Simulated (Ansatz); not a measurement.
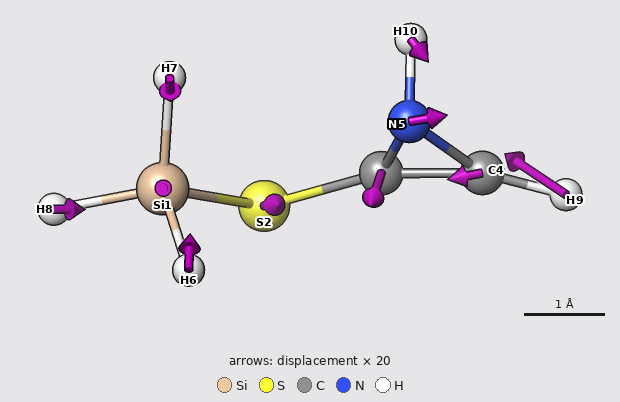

This is a relaxation of C$_{2}$H$_{5}$NSSi. The starting structure is drawn; purple arrows show the displacements, magnified 20 times. The two geometries are superimposed by the best rigid fit.

Style: ball-and-stick. Shown from a free direction.

The start comes from PBE-D4/def2-SVP.

Method: Ansatz 0.2.0, RKS PBE0-D4/def2-TZVP.

Input file:
```yaml
crystal:
  periodic: [false, false, false]
  atoms:
    - {symbol: Si, position_ang: [-1.293431, -1.216524, -0.608070]}
    - {symbol: S, position_ang: [-0.827001, 0.853917, -1.176395]}
    - {symbol: C, position_ang: [0.531850, 1.015841, -0.137259]}
    - {symbol: C, position_ang: [1.689999, 1.419947, 0.288227]}
    - {symbol: N, position_ang: [1.067446, 0.238893, 1.039639]}
    - {symbol: H, position_ang: [-0.210713, -2.164499, -1.025206]}
    - {symbol: H, position_ang: [-1.574447, -1.308692, 0.860580]}
    - {symbol: H, position_ang: [-2.541973, -1.479065, -1.400103]}
    - {symbol: H, position_ang: [2.637274, 1.960591, 0.270407]}
    - {symbol: H, position_ang: [0.604097, 0.628290, 1.891081]}
basis:
  gaussian: {orbitals: def2-TZVP}
hamiltonian: {xc: pbe0, dispersion: d4}
relax: {f_tol: 0.005, max_steps: 150}
```

Run as
```bash
ansatz run in.yaml --threads 4 --pin off --events-out ev --progress --plain --max-ram 10444MiB
```

### What happened in the run?

The largest move after the best rigid fit is that of H9, 0.062 Å. Largest moves by element: H 0.062 Å, C 0.048 Å, S 0.040 Å, N 0.026 Å, Si 0.012 Å. Near-neighbour distances that change, for instance: Si1–S2 2.197 → 2.161 Å, C3–C4 1.298 → 1.275 Å, C4–N5 1.532 → 1.511 Å, N5–H10 1.045 → 1.026 Å. Over 9 geometry steps the energy falls by 1.47 kcal/mol. Largest force component: 1.2 eV/Å at the start, 0.0041 eV/Å at the end.
